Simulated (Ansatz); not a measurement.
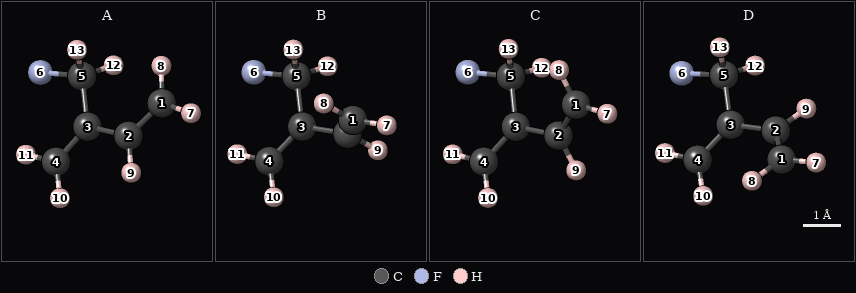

4 geometries from a converged minimum-energy path of C5H7F, shuffled. A ball-and-stick model, seen at a tilt.

Computed with RKS B3LYP-D4/6-31G (Ansatz 0.2.0). Run with 7 movable images; climbing image; force threshold 0.05 eV/Å; iteration limit 29; starting path by image-dependent pair potential.

> Which frame is the top of the path?

B. In order along the path, whose images run from 0 to 8: A (image 0, 0.00 kcal/mol), C (image 2, +3.14 kcal/mol), B (image 4, +5.96 kcal/mol), D (image 8, +2.78 kcal/mol). The motion is a rotation about the C2–C3 bond by about 150°. No bond forms or breaks between the ends. Bond angles that change up to the highest image, for instance: C2–C3–C5 117.2° → 113.9°, C2–C3–C4 121.8° → 123.9°.

Cost: 4.3 min on 1 thread of Intel(R) Xeon(R) Platinum 8259CL CPU @ 2.50GHz (Skylake/Cascade Lake), with other jobs on the host, peak memory 0.24 GiB.
